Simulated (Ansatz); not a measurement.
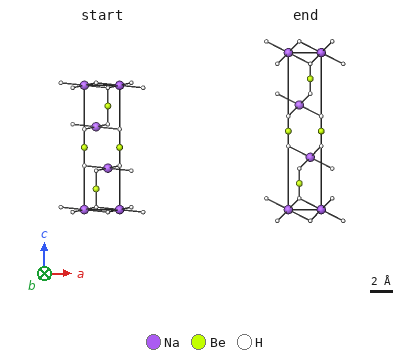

The structure of solid NaBeH2 (a generated structure, set up in R-3m) (coarse preliminary run) before (left) and after (right) a relaxation, at one scale.

A ball-and-stick model of the conventional cell (3 times the calculation's cell), seen along the b axis. Lengths and directions refer to the drawn axes.

All numbers below come from DFT PBE, scalar-relativistic, plane waves, PAW in Ansatz 0.2.0. (plane-wave cutoff 420 eV; k-point mesh 6 × 6 × 6; occupations gaussian; smearing width 0.1 eV; no spin polarisation; cell and atoms relaxed; force threshold 0.04 eV/Å; at most 70 steps)

Q: Summarise the run.

A: After 10 accepted moves (12 points after the start) the energy has fallen by 1.338 eV per cell of the calculation. The largest force component goes from 2.2 to 0.0017 eV/Å. The pressure goes from −0.75 to −0.01 GPa. At 2 points the geometry stayed and the basis and grid were re-selected for the new cell (energy shift of 19.2 meV per cell of the calculation at most each time). The largest moves relative to the cell, 0.74 Å, are those of H atoms. Na and Be stay in place. Cell: a = b 3.722 → 3.470 Å (−6.8 %), c 11.349 → 14.329 Å (+26.3 %). Volume +9.7 %. Near-neighbour distances that change, for instance: Be–H 1.665 → 1.365 Å, H–Na 2.161 → 2.249 Å. Among the angles between lasting bonds that change: H–Na–H 118.9° → 100.9°, H–Na–H 61.1° → 79.1°, Na–H–Na 118.9° → 100.9°. The space group stays R-3m (No. 166). The run took 20 s on 1 thread of Arm Neoverse V1 (shared host), peak memory 0.32 GiB.
